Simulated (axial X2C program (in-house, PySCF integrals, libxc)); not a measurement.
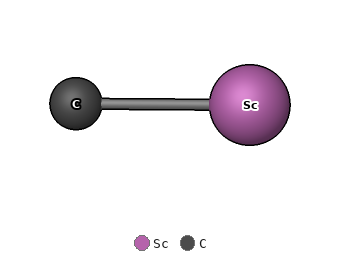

*The molecule at the reference distance of 1.839 Å.*

# Run report: ScC⁺, relativistic diatomic calculation

System: ScC⁺. The reference is closed-shell ScC⁺; the roots are vertical excitation energies. The distance is the PBE0 minimum at charge 1.
Method: EOM-EE-CCSD, two-component X2C with atomic mean-field Coulomb and Gaunt terms, Sc dyall-acv3z, C dyall-av3z (cores contracted) (axial X2C program (in-house, PySCF integrals, libxc)).

### Input file
```
{"zs": [21, 6], "q": 1, "bas": ["dyall-acv3z", "dyall-av3z"], "r0": 1.83, "eom": "ee", "thr": -2.0, "nmax": 88}
```

The line is the task of a batch: nuclear charges, charge, bases, a first guess of the distance and further settings. This report covers the levels named above. The log is that of the reference distance 1.839 Å.

The run was one of a batch that the task file lists, launched with:
```bash
python <driver script> task.json out
```

### Output
```
two-component X2C + atomic mean field  HF
basis functions 198  fitting functions 1037  grid points 5075
iter        total energy     max residual
   1       -799.178021198     2.69e+00
   2       -800.535887798     1.67e-01
   3       -800.590865055     1.85e-02
   4       -800.594819745     1.91e-02
   5       -800.596712887     4.98e-03
   6       -800.596825877     1.22e-03
   7       -800.596943960     1.76e-03
   8       -800.597084278     1.87e-03
   9       -800.597189737     1.13e-03
  10       -800.597264814     6.88e-04
  11       -800.597289867     3.52e-04
  12       -800.597295856     2.04e-04
  13       -800.597297954     1.73e-04
  14       -800.597299472     1.32e-04
  15       -800.597300376     9.52e-05
  16       -800.597301080     7.15e-05
  17       -800.597301682     6.57e-05
  18       -800.597302132     7.16e-05
  19       -800.597302346     5.09e-05
  20       -800.597302414     2.05e-05
  21       -800.597302433     1.01e-05
  22       -800.597302439     5.31e-06
  23       -800.597302440     2.10e-06
  24       -800.597302440     1.37e-06
converged
one-electron -1161.17128719  Coulomb 367.71387500  exact exchange -43.23227259  xc functional 0.00000000  nuclear repulsion 36.25683990  atomic mean-field constant -0.16445756
correlated 14  virtual 328  natural virtual 88  E(MP2) -0.494299253  MP2 remainder -0.093100781
iter   CCSD correlation   residual
   1     -0.396615626   2.44e-01
   2     -0.414970824   1.55e-01
   3     -0.423736847   6.46e-02
   4     -0.424730488   3.21e-02
   5     -0.425188591   2.07e-02
   6     -0.425448703   1.21e-02
   7     -0.425531971   7.75e-03
   8     -0.425663396   5.48e-03
   9     -0.425606523   4.69e-03
  10     -0.425706213   4.07e-03
  11     -0.425639701   3.59e-03
  12     -0.425671468   3.10e-03
  13     -0.425652998   2.60e-03
  14     -0.425628913   2.02e-03
  15     -0.425618441   1.42e-03
  16     -0.425611603   9.68e-04
  17     -0.425599648   6.40e-04
  18     -0.425598779   4.32e-04
  19     -0.425582682   2.95e-04
  20     -0.425585088   2.01e-04
  21     -0.425580097   1.51e-04
  22     -0.425579178   1.15e-04
  23     -0.425579819   8.95e-05
  24     -0.425579914   7.44e-05
  25     -0.425580092   6.16e-05
  26     -0.425580546   5.44e-05
  27     -0.425579703   4.63e-05
  28     -0.425580723   3.95e-05
  29     -0.425580376   3.24e-05
  30     -0.425581035   2.42e-05
  31     -0.425581646   1.75e-05
  32     -0.425581953   1.29e-05
  33     -0.425582124   8.65e-06
  34     -0.425582243   5.73e-06
  35     -0.425582190   4.21e-06
  36     -0.425582333   3.05e-06
  37     -0.425582287   2.15e-06
  38     -0.425582314   1.70e-06
  39     -0.425582330   1.43e-06
(T) -0.027037714158676653  T1 0.0735  D1 0.1737  max T2 0.084
EOM-EE-CCSD roots
2*Omega      energy/Eh   energy/eV  one-particle weight
    0      -0.01167817     -0.3178      0.944
    0       0.01444332      0.3930      0.936
    0       0.06723107      1.8295      0.890
    0       0.07044806      1.9170      0.882
    0       0.07603142      2.0689      0.874
    2      -0.00641607     -0.1746      0.937
    2       0.01631441      0.4439      0.940
    2       0.06484906      1.7646      0.887
    2       0.07459115      2.0297      0.894
    4       0.00475339      0.1293      0.906
    4       0.06200054      1.6871      0.881
    4       0.08173729      2.2242      0.882
    6       0.07614914      2.0721      0.881
```

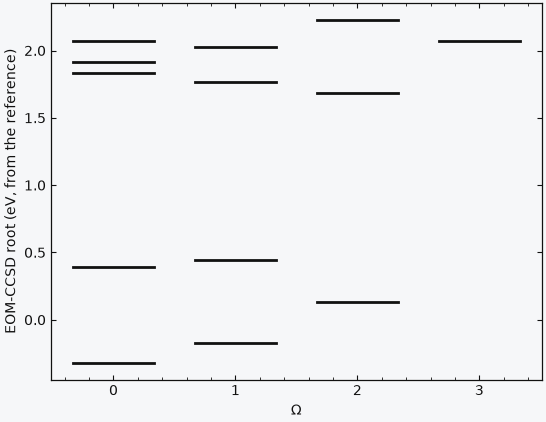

*EOM-CCSD roots by Ω at 1.84 Å.*

The lowest has Ω = 0 and lies at −0.318 eV, with one-particle weight 0.94.

### Key numbers

- outcome: converged
- HF energy of the reference ScC⁺: −800.59730 hartree
- MP2 energy of the reference ScC⁺: −801.09160 hartree
- CCSD energy of the reference ScC⁺ (with the MP2 share of the virtual spinors left out of the coupled-cluster step): −801.11599 hartree
- CCSD(T) energy of the reference ScC⁺: −801.14302 hartree
- T1 diagnostic (spinor form; for a closed shell √2 times the usual value): 0.074
- hardware: 1 thread of Intel Xeon @ 2.50GHz (Skylake/Cascade Lake), 160 GiB of memory available, shared host
- wall time: 2.5 min
- peak memory: 0.85 GiB
